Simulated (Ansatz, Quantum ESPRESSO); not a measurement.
# Work-function anisotropy of Sr, part 3 of 6

Aim: the work function of the low-index faces of Sr, their order, and how far the functional matters.

Quantum ESPRESSO 7.5; plane-wave DFT, PBE, GBRV ultrasoft pseudopotentials; geometry and cross-check by Ansatz 0.2.0 with PAW datasets.

So far. Step 2 (Relaxation with Ansatz of (111)): The relaxation lowers the energy by 2 meV an atom. Held were the atoms numbered 3; the forces quoted are those on the free ones. Step 6 (Potential by pp.x of (111)): On (111) the work function under LDA lies +0.11 eV from PBE's.

### Step 7. Geometry from Ansatz of (100)

Level of this step: plane-wave DFT, PBE, Ansatz PAW (Ansatz 0.2.0).

input.yaml reads:

```yaml
crystal:
  lattice:
    - [4.2992092296, 0.0, 0.0]
    - [0.0, 4.2992092296, 0.0]
    - [0.0, 0.0, 28.16]
  atoms:
    - { symbol: Sr, position: [0.0, 0.0, 0.2840909091] }
    - { symbol: Sr, position: [0.5, 0.5, 0.3920454545] }
    - { symbol: Sr, position: [0.0, 0.0, 0.5] }
    - { symbol: Sr, position: [0.5, 0.5, 0.6079545455] }
    - { symbol: Sr, position: [0.0, 0.0, 0.7159090909] }
kpoints:
  mp_grid: { grid: [8, 8, 1] }
hamiltonian:
  xc: pbe
scf:
  occupations: { method: fermi_dirac, width: 0.1 }
  convergence: { dr2_threshold: 1.0e-08 }
efield:
  axis: 3
  dipole_correction: true
  ramp_position: 0.97
  ramp_width: 0.04
relax:
  f_tol: 0.01
  constraints: [{ sites: [2] }]
output:
  write_potential: true
  write_density: true
  volumetric_format: npy
```

Run with:

```sh
$ ansatz run input.yaml --threads 4 --pin off --max-ram 8192MiB --backend cpu --events-out ev --progress --plain --runs-dir out
```

Numbers of over 12 decimals in the logs are rounded to 6 here.

What it wrote:

```text
[...]
Crystal: 5 atoms, lattice volume = 520.487 Å³
Basis set: ecut = 420 eV, 10135 PW (Γ), exchange–correlation on 60×60×384 points (8 copies of the dense FFT grid, shifted against one another)
Bands: 30, of which v1, the nominal top of the filled ones, is band 25 counted from 1 (24 counted from 0)
Symmetry: 8 space group operations
k-points: 15 of 64
[...]
SCF iter   1: F=—  HF=-17720.500210 eV  |F-HF|=—  |Δ(HF+E_count)|=         —  Δρ=2.94e-3  dr2=2.64e0  ethr=1.77e-3  p=-0.000 e·Å  D=-3.98e-6 V/Å  ΔV_dip=0.00 eV  dr2_dipole=1.62e-7  V_vac-E_F(+/−)=2.31/2.31 eV  ⟨swp⟩=14.5  Hψ=6591  notcnv=0
[...]
SCF iter   9: F=-17720.411413 eV  HF=-17720.411413 eV  |F-HF|=2.00e-9  |Δ(HF+E_count)|=   7.69e-9  Δρ=3.53e-7  dr2=2.52e-9  ethr=2.00e-11  p=0.000 e·Å  D=1.14e-5 V/Å  ΔV_dip=-0.00 eV  dr2_dipole=4.04e-13  V_vac-E_F(+/−)=2.55/2.55 eV  ⟨swp⟩=10.1  Hψ=3747  notcnv=0
SCF 1 converged in 9 iterations: F = -17720.411413 eV  dr2 = 2.52e-9
[...]
relax step   1: F+E_penalty+E_count = -17720.41141274 eV  Δ(F+E_penalty+E_count) = +0.000e0 eV  max|allowed force component| = 8.152e-2 eV/Å  Δτ_max = 0.0000 Å  (9 SCF iters, accepted)
Bands: 35, of which v1, the nominal top of the filled ones, is band 25 counted from 1 (24 counted from 0)
[...]
SCF iter   7: F=-17720.417342 eV  HF=-17720.417342 eV  |F-HF|=3.39e-9  |Δ(HF+E_count)|=   1.59e-8  Δρ=6.57e-7  dr2=5.28e-9  ethr=2.00e-11  p=0.000 e·Å  D=1.04e-5 V/Å  ΔV_dip=-0.00 eV  dr2_dipole=3.96e-13  V_vac-E_F(+/−)=2.55/2.55 eV  ⟨swp⟩=10.6  Hψ=3744  notcnv=0
SCF 2 converged in 7 iterations: F = -17720.417342 eV  dr2 = 5.28e-9
relax step   2: F+E_penalty+E_count = -17720.41734242 eV  Δ(F+E_penalty+E_count) = -5.930e-3 eV  max|allowed force component| = 5.365e-2 eV/Å  Δτ_max = 0.0542 Å  (7 SCF iters, accepted)
SCF iter   1: F=—  HF=-17720.422835 eV  |F-HF|=—  |Δ(HF+E_count)|=         —  Δρ=1.08e-3  dr2=1.30e-1  ethr=1.99e-3  p=0.000 e·Å  D=1.04e-5 V/Å  ΔV_dip=-0.00 eV  dr2_dipole=5.19e-9  V_vac-E_F(+/−)=2.57/2.57 eV  ⟨swp⟩=6.7  Hψ=1893  notcnv=0
[...]
SCF iter   8: F=-17720.421924 eV  HF=-17720.421924 eV  |F-HF|=4.22e-9  |Δ(HF+E_count)|=   2.11e-9  Δρ=5.49e-7  dr2=7.10e-9  ethr=2.00e-11  p=0.000 e·Å  D=8.49e-6 V/Å  ΔV_dip=-0.00 eV  dr2_dipole=1.74e-12  V_vac-E_F(+/−)=2.54/2.54 eV  ⟨swp⟩=9.1  Hψ=4254  notcnv=0
SCF 3 converged in 8 iterations: F = -17720.421924 eV  dr2 = 7.10e-9
relax step   3: F+E_penalty+E_count = -17720.42192437 eV  Δ(F+E_penalty+E_count) = -4.582e-3 eV  max|allowed force component| = 2.816e-3 eV/Å  Δτ_max = 0.1142 Å  (8 SCF iters, accepted)
NSCF: frozen V_eff on 15 k-points
[...]
SCF converged after 8 iterations
Free energy (F): -17720.421924 eV
[...]
Internal energy: -17720.215995 eV  (E = F + TS)
E sigma→0 (E₀):  -17720.318959 eV
Entropy (-TS):   -0.205930 eV (-41.186 meV/atom)
Fermi energy:    1.557944 eV
Dipole field:    D = 0.000007 V/Å  (p = 0.000021 e·Å, saw-weighted, corrected)
Work function:   Φ+ = 2.5435 eV   Φ− = 2.5438 eV
[...]
--- Forces (eV/Å), atoms counted from 1 ---
  atom   1  Sr     0.00000000     0.00000000    -0.00281647
  atom   2  Sr     0.00000000     0.00000000     0.00225613
  atom   3  Sr    -0.00000000     0.00000000    -0.00000058
  atom   4  Sr     0.00000000     0.00000000    -0.00225521
  atom   5  Sr    -0.00000000     0.00000000     0.00281610
  max |Σ_I F_I| component: 2.97e-8 eV/Å
--- Band table (eV; the first three rows and the last of 15) ---
  k-point 0: bands = [... 21 lower, -1.5071, -0.8297, 0.0054, 0.7054, 1.9582, 2.0523, 2.0550, 2.1424, ... 6 higher]
  k-point 1: bands = [... 21 lower, -1.3527, -0.6854, 0.1419, 0.8437, 1.9627, 2.1077, 2.1210, 2.1439, ... 6 higher]
  k-point 2: bands = [... 21 lower, -0.9159, -0.2896, 0.4988, 1.2077, 1.7695, 1.9590, 2.2267, 2.2767, ... 6 higher]
  k-point 14: bands = [... 21 lower, 1.0694, 1.3611, 1.4065, 1.6402, 1.9657, 1.9657, 2.0239, 2.0239, ... 6 higher]
--- Relaxed structure (3 steps of the walk, 3 accepted, 0 SCFs on fresh bases) ---
  F+E_penalty+E_count = -17720.42192437 eV   max|allowed force component| = 2.816e-3 eV/Å
  atoms:
    - { symbol: Sr, position: [0, 0.0, 0.290073] }
    - { symbol: Sr, position: [0.500000, 0.500000, 0.394155] }
    - { symbol: Sr, position: [0.0, 0.0, 0.500000] }
    - { symbol: Sr, position: [0.500000, 0.500000, 0.605845] }
    - { symbol: Sr, position: [0, 0.0, 0.709927] }
```

It took 22 s on 4 threads of Arm Neoverse V1, shared host; peak memory 0.81 GiB.

Step by step:

| step | energy less that of the first step (eV) | largest force component (eV/Å) |
| --- | --- | --- |
| 1 | 0.0000 | 0.0815 |
| 2 | -0.0059 | 0.0536 |
| 3 | -0.0105 | 0.0028 |

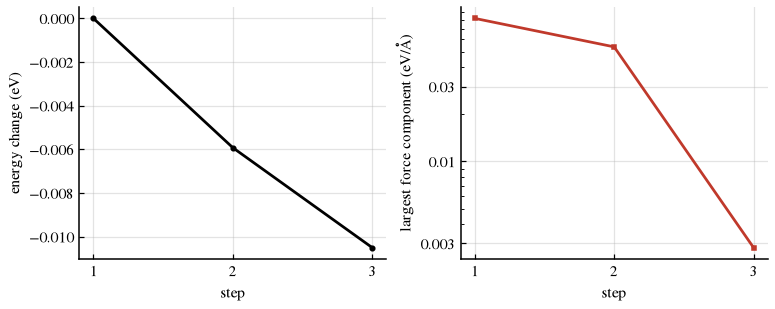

Energy and largest force along the relaxation.

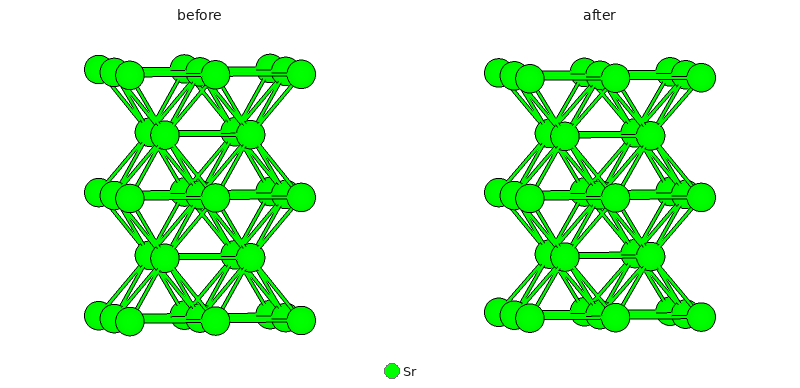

Before and after, at one scale.

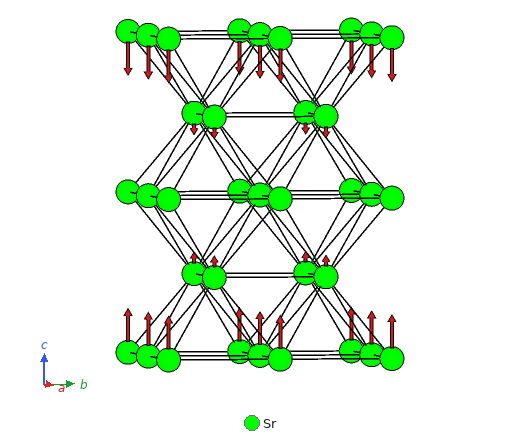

Displacements in the relaxation, exaggerated; the longest in the cell stands for 0.17 Å. 2×2×1 cells are drawn. Some periodic images of atoms are drawn too.

The atoms that moved most (Å):

| atom | dx | dy | dz | length |
| --- | --- | --- | --- | --- |
| Sr5 | 0.000 | 0.000 | -0.168 | 0.168 |
| Sr1 | 0.000 | 0.000 | 0.168 | 0.168 |
| Sr4 | 0.000 | 0.000 | -0.059 | 0.059 |
| Sr2 | 0.000 | 0.000 | 0.059 | 0.059 |

The relaxation lowers the energy by 2 meV an atom. Held were the atoms numbered 3; the forces quoted are those on the free ones.

Numbers from this step:

| Property | Result |
| --- | --- |
| free energy | -17720.4219 eV |
| energy at zero smearing | -17720.3190 eV |
| smearing term TS | 0.2059 eV |
| Fermi energy | 1.558 eV |
| symmetry operations | 8 |
| work function of the upper face | 2.544 eV |
| work function of the lower face | 2.544 eV |
| dipole along the normal | 2.13e-5 e·Å |

### Step 8. SCF with pw.x of (100), PBE

Level of this step: plane-wave DFT, PBE, GBRV ultrasoft pseudopotentials (Quantum ESPRESSO 7.5).

100.pbe.in reads:

```
&control
  prefix = '100.pbe'
  outdir = './out'
  pseudo_dir = './pseudo'
  calculation = 'scf'
  tprnfor = .true.
/
&system
  ibrav = 0
  nat = 5
  ntyp = 1
  ecutwfc = 40
  ecutrho = 200
  occupations = 'smearing'
  smearing = 'mv'
  degauss = 0.02
/
&electrons
  conv_thr = 1e-07
  mixing_beta = 0.4
  electron_maxstep = 120
  mixing_mode = 'local-TF'
/
ATOMIC_SPECIES
  Sr  87.6200  sr_pbe_v1.uspp.F.UPF
CELL_PARAMETERS angstrom
  4.29920922960000 0.00000000000000 0.00000000000000
  0.00000000000000 4.29920922960000 0.00000000000000
  0.00000000000000 0.00000000000000 28.16000000000000
ATOMIC_POSITIONS crystal
  Sr  -0.000000000000 0.000000000000 0.290073254106
  Sr  0.500000000000 0.500000000000 0.394154527372
  Sr  0.000000000000 0.000000000000 0.500000000000
  Sr  0.500000000000 0.500000000000 0.605845437564
  Sr  0.000000000000 0.000000000000 0.709926730103
K_POINTS automatic
  8 8 1 0 0 0
```

Run with:

```sh
$ OMP_NUM_THREADS=1 mpirun -n 4 pw.x -nk 4 -in 100.pbe.in > 100.pbe.out
```

What it wrote:

```text
[banner, memory and clock lines left out]
Program PWSCF v.7.5 starts
[citation notice left out]

[...]
Message from routine setup:
[...]
bravais-lattice index     =            0
     lattice parameter (alat)  =       8.1243  a.u.
     unit-cell volume          =    3512.4198 (a.u.)^3
     number of atoms/cell      =            5
     number of atomic types    =            1
     number of electrons       =        50.00
     number of Kohn-Sham states=           30
     kinetic-energy cutoff     =      40.0000  Ry
     charge density cutoff     =     200.0000  Ry
     scf convergence threshold =      1.0E-07
     mixing beta               =       0.4000
     number of iterations used =            8  local-TF  mixing
     Exchange-correlation= SLA  PW   PBE  PBE
                           (   1   4   3   4   0   0   0)

[...]
PseudoPot. # 1 for Sr read from file:
     ./pseudo/sr_pbe_v1.uspp.F.UPF
     Pseudo is Ultrasoft + core correction, Zval = 10.0
     Generated by new atomic code, or converted to UPF format
     Using radial grid of  883 points,  6 beta functions with:
                l(1) =   0
                l(2) =   0
                l(3) =   1
                l(4) =   1
                l(5) =   2
                l(6) =   2
     Q(r) pseudized with  6 coefficients,  rinner =    1.400   1.400   1.400
                                                       1.400   1.400

     atomic species   valence    mass     pseudopotential
     Sr               10.00    87.62000     Sr( 1.00)

     16 Sym. Ops., with inversion, found

[...]
number of k points=    15  Marzari-Vanderbilt smearing, width (Ry)=  0.0200
[...]
Dense  grid:   167759 G-vectors     FFT dimensions: (  40,  40, 240)

     Smooth grid:   120163 G-vectors     FFT dimensions: (  36,  36, 216)

     Initial potential from superposition of free atoms

     starting charge      49.8317, renormalised to      50.0000

     negative rho (up, down):  3.113E-01 0.000E+00
     Starting wfcs are   65 randomized atomic wfcs

     per-process dynamical memory:   126.4 Mb

     Self-consistent Calculation

     iteration #  1     ecut=    40.00 Ry     beta= 0.40
     Davidson diagonalization with overlap
     ethr =  1.00E-02,  avg # of iterations =  2.0

     negative rho (up, down):  3.122E-01 0.000E+00

     total energy              =    -350.71662226 Ry
     estimated scf accuracy    <       0.66382840 Ry

     iteration #  2     ecut=    40.00 Ry     beta= 0.40
[...]
negative rho (up, down):  3.169E-01 0.000E+00

[...]
total energy              =    -350.62411021 Ry
     estimated scf accuracy    <       0.43209046 Ry

     iteration #  3     ecut=    40.00 Ry     beta= 0.40
[...]
negative rho (up, down):  3.187E-01 0.000E+00

[...]
total energy              =    -350.66599014 Ry
     estimated scf accuracy    <       0.04691876 Ry

     iteration #  4     ecut=    40.00 Ry     beta= 0.40
[...]
negative rho (up, down):  3.241E-01 0.000E+00

[...]
total energy              =    -350.66837673 Ry
     estimated scf accuracy    <       0.02478511 Ry

     iteration #  5     ecut=    40.00 Ry     beta= 0.40
[...]
negative rho (up, down):  3.247E-01 0.000E+00

[...]
total energy              =    -350.67018026 Ry
     estimated scf accuracy    <       0.00283868 Ry

     iteration #  6     ecut=    40.00 Ry     beta= 0.40
[...]
negative rho (up, down):  3.240E-01 0.000E+00

[...]
total energy              =    -350.67006707 Ry
     estimated scf accuracy    <       0.00188654 Ry

[...]
iteration # 11     ecut=    40.00 Ry     beta= 0.40
[...]
negative rho (up, down):  3.244E-01 0.000E+00

[...]
total energy              =    -350.67000026 Ry
     estimated scf accuracy    <       0.00000507 Ry

     iteration # 12     ecut=    40.00 Ry     beta= 0.40
[...]
negative rho (up, down):  3.243E-01 0.000E+00

[...]
total energy              =    -350.67000293 Ry
     estimated scf accuracy    <       0.00000666 Ry

     iteration # 13     ecut=    40.00 Ry     beta= 0.40
[...]
negative rho (up, down):  3.243E-01 0.000E+00

[...]
total energy              =    -350.67000477 Ry
     estimated scf accuracy    <       0.00000219 Ry

     iteration # 14     ecut=    40.00 Ry     beta= 0.40
[...]
negative rho (up, down):  3.244E-01 0.000E+00

[...]
End of self-consistent calculation

          k = 0.0000 0.0000 0.0000 ( 14991 PWs)   bands (ev):

   -35.4900 -35.4900 -34.9625 -34.8861 -34.8855 -17.5085 -17.5085 -17.3910
   -17.3910 -17.3909 -17.3909 -16.9931 -16.9070 -16.9070 -16.8841 -16.8440
   -16.8222 -16.8222 -16.8138 -16.8138  -1.8690  -1.4665  -0.7906   0.0461
     0.7488   2.0026   2.0902   2.0925   2.1839   2.6097

          k = 0.0000 0.1250 0.0000 ( 15003 PWs)   bands (ev):

   -35.4894 -35.4894 -34.9618 -34.8855 -34.8850 -17.5070 -17.5070 -17.4052
   -17.4052 -17.3897 -17.3897 -16.9899 -16.9298 -16.9047 -16.8738 -16.8527
   -16.8282 -16.8279 -16.8211 -16.8138  -1.7070  -1.3121  -0.6462   0.1825
     0.8869   2.0067   2.1459   2.1595   2.1850   2.5782

[...]
the Fermi energy is     1.6096 ev

!    total energy              =    -350.67000524 Ry
     estimated scf accuracy    <       0.00000006 Ry
     smearing contrib. (-TS)   =      -0.00156342 Ry
     internal energy E=F+TS    =    -350.66844183 Ry

     The total energy is F=E-TS. E is the sum of the following terms:
     one-electron contribution =   -1107.95611141 Ry
     hartree contribution      =     552.15739531 Ry
     xc contribution           =     -90.54082869 Ry
     ewald contribution        =     295.67110297 Ry

     convergence has been achieved in  14 iterations

     negative rho (up, down):  3.244E-01 0.000E+00

     Forces acting on atoms (cartesian axes, Ry/au):

     atom    1 type  1   force =     0.00000000    0.00000000    0.00003303
     atom    2 type  1   force =     0.00000000    0.00000000    0.00015795
     atom    3 type  1   force =     0.00000000    0.00000000    0.00000000
     atom    4 type  1   force =     0.00000000    0.00000000   -0.00015795
     atom    5 type  1   force =     0.00000000    0.00000000   -0.00003303

     Total force =     0.000228     Total SCF correction =     0.000469
     SCF correction compared to forces is large: reduce conv_thr to get better values

[...]
```

It took 67 s on 4 MPI ranks; peak memory 1 GiB.

Numbers from this step:

* free energy: -4771.1085 eV
* Fermi energy: 1.610 eV

### Step 9. Electrostatic potential of (100)

100.pbe.pot.in reads:

```
&inputpp
  prefix = '100.pbe'
  outdir = './out'
  filplot = '100.pbe.pot.dat'
  plot_num = 11
/
```

Run with:

```sh
$ OMP_NUM_THREADS=1 mpirun -n 4 pp.x -in 100.pbe.pot.in > 100.pbe.pot.out
```

What it wrote:

```text
[banner, memory and clock lines left out]
Program POST-PROC v.7.5 starts
[citation notice left out]

[...]
./out/100.pbe.save/

[...]
negative rho (up, down):  3.244E-01 0.000E+00

     Calling punch_plot, plot_num =  11
     Writing data to file  100.pbe.pot.dat
     Message from routine chdens:
     namelist plot not found or invalid, exiting
```

Wall time 1.1 s (4 MPI ranks); peak memory 0.16 GiB.

Read from the output:

* work function of the upper face: 2.529 eV
* slope of the potential above: 0.003323 eV/Å
* upper vacuum line continued to the top atoms, over the Fermi level: 2.511 eV
* work function of the lower face: 2.529 eV
* slope of the potential below: -0.002351 eV/Å
* lower vacuum line continued to the bottom atoms, over the Fermi level: 2.516 eV

The potential energy, planar mean oscillates, so the rows of the table below give means over windows of 2.93 Å about each position, cut where the curve ends. Its maxima inside the range that stand out by 2 % of the span (Å: eV): 9.6: 0.559, 12.6: 0.620, 15.6: 0.620, 18.5: 0.559. Its minima: 8.2: -12.5, 11.1: -12.1, 14.1: -12.2, 17.0: -12.1, 19.9: -12.5.

Electrostatic potential energy of an electron; zero at the Fermi level. Table of potential energy, planar mean by z; means over each step:

| z (Å) | potential energy, planar mean (eV) |
| --- | --- |
| 1.47 | 2.53 |
| 4.40 | 2.45 |
| 7.33 | -3.69 |
| 10.26 | -4.17 |
| 13.19 | -4.09 |
| 16.12 | -4.05 |
| 19.05 | -4.32 |
| 21.98 | 0.938 |
| 24.91 | 2.52 |
| 27.84 | 2.53 |

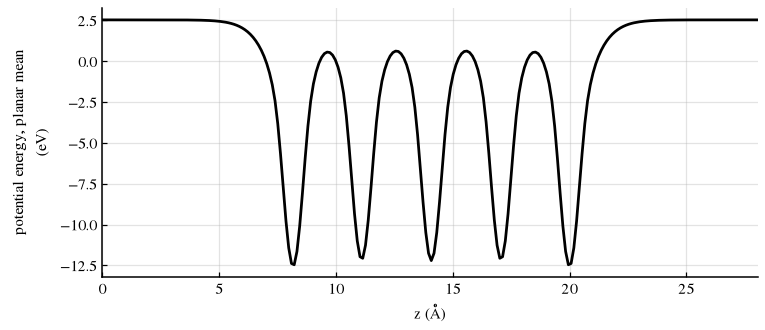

Potential energy, planar mean, plotted against z.

### Step 10. Ground state of (100), LDA

Level of this step: plane-wave DFT, LDA, GBRV ultrasoft pseudopotentials (Quantum ESPRESSO 7.5).

100.lda.in, as its differences from the input of step 8:

```diff
@@ -1,3 +1,3 @@
 &control
-  prefix = '100.pbe'
+  prefix = '100.lda'
   outdir = './out'
@@ -24,3 +24,3 @@
 ATOMIC_SPECIES
-  Sr  87.6200  sr_pbe_v1.uspp.F.UPF
+  Sr  87.6200  sr_lda_v1.uspp.F.UPF
 CELL_PARAMETERS angstrom
```

Run with:

```sh
$ OMP_NUM_THREADS=1 mpirun -n 4 pw.x -nk 4 -in 100.lda.in > 100.lda.out
```

What it wrote:

```text
[banner, memory and clock lines left out]
Program PWSCF v.7.5 starts
[...]
Message from routine setup:
[...]
number of electrons       =        50.00
     number of Kohn-Sham states=           30
     kinetic-energy cutoff     =      40.0000  Ry
     charge density cutoff     =     200.0000  Ry
[...]
number of k points=    15  Marzari-Vanderbilt smearing, width (Ry)=  0.0200
[...]
Dense  grid:   167759 G-vectors     FFT dimensions: (  40,  40, 240)
[...]
negative rho (up, down):  3.099E-01 0.000E+00
     Starting wfcs are   65 randomized atomic wfcs
[...]
negative rho (up, down):  3.109E-01 0.000E+00
[...]
estimated scf accuracy    <       0.62172913 Ry
[...]
negative rho (up, down):  3.158E-01 0.000E+00
[...]
estimated scf accuracy    <       0.41314908 Ry
[...]
negative rho (up, down):  3.166E-01 0.000E+00
[...]
estimated scf accuracy    <       0.05377186 Ry
[...]
negative rho (up, down):  3.211E-01 0.000E+00
[...]
estimated scf accuracy    <       0.01579941 Ry
[...]
negative rho (up, down):  3.220E-01 0.000E+00
[...]
estimated scf accuracy    <       0.00312630 Ry
[...]
negative rho (up, down):  3.215E-01 0.000E+00
[...]
estimated scf accuracy    <       0.00166243 Ry
[...]
negative rho (up, down):  3.216E-01 0.000E+00
[...]
estimated scf accuracy    <       0.00509078 Ry
[...]
negative rho (up, down):  3.217E-01 0.000E+00
[...]
estimated scf accuracy    <       0.00401354 Ry
[...]
negative rho (up, down):  3.216E-01 0.000E+00
[...]
estimated scf accuracy    <       0.00017644 Ry
[...]
negative rho (up, down):  3.220E-01 0.000E+00
[...]
estimated scf accuracy    <       0.00016141 Ry
[...]
negative rho (up, down):  3.219E-01 0.000E+00
[...]
estimated scf accuracy    <       0.00000959 Ry
[...]
negative rho (up, down):  3.217E-01 0.000E+00
[...]
estimated scf accuracy    <       0.00000324 Ry
[...]
negative rho (up, down):  3.217E-01 0.000E+00
[...]
estimated scf accuracy    <       0.00000284 Ry
[...]
negative rho (up, down):  3.217E-01 0.000E+00
[...]
the Fermi energy is     1.4371 ev
!    total energy              =    -350.96588542 Ry
     estimated scf accuracy    <       0.00000006 Ry
     smearing contrib. (-TS)   =      -0.00134011 Ry
     internal energy E=F+TS    =    -350.96454531 Ry
[...]
one-electron contribution =   -1108.84391594 Ry
     hartree contribution      =     552.36774708 Ry
     xc contribution           =     -90.15947941 Ry
     ewald contribution        =     295.67110297 Ry
     convergence has been achieved in  14 iterations
     negative rho (up, down):  3.217E-01 0.000E+00
[...]
Total force =     0.008722     Total SCF correction =     0.000567
[...]
```

The job ended after 65 s (4 MPI ranks; peak memory 1.1 GiB; 4.3 min of CPU time).

This step gave:

```
free energy  : -4775.1341 eV
Fermi energy : 1.437 eV
```

### Step 11. Potential by pp.x of (100)

100.lda.pot.in reads:

```
&inputpp
  prefix = '100.lda'
  outdir = './out'
  filplot = '100.lda.pot.dat'
  plot_num = 11
/
```

Run with:

```sh
$ OMP_NUM_THREADS=1 mpirun -n 4 pp.x -in 100.lda.pot.in > 100.lda.pot.out
```

Run time: 1.1 s. Hardware: 4 MPI ranks; peak memory 0.16 GiB.

Read from the output:

```
work function of the upper face                                       : 2.665 eV
slope of the potential above                                          : 0.002898 eV/Å
upper vacuum line continued to the top atoms, over the Fermi level    : 2.649 eV
work function of the lower face                                       : 2.665 eV
slope of the potential below                                          : -0.002039 eV/Å
lower vacuum line continued to the bottom atoms, over the Fermi level : 2.654 eV
```

On (100) the work function under LDA lies +0.14 eV from PBE's.

(Part 3 of 6 ends here.)

[Logs are printed without paths, hosts, clocks, repeated set-up lines and the standing remarks that a program may print on its own settings, such as how far it seeks lower states.]

[Hosts, paths, dates, database ids (printed as entryN), source tags and the programs' standing remarks are cut or masked in the printed files.]

[Maps of the electrostatic potential energy from Ansatz leave out the sawtooth potential of an applied field or a dipole correction, so their vacuum need not be flat; planar profiles and work functions include it.]
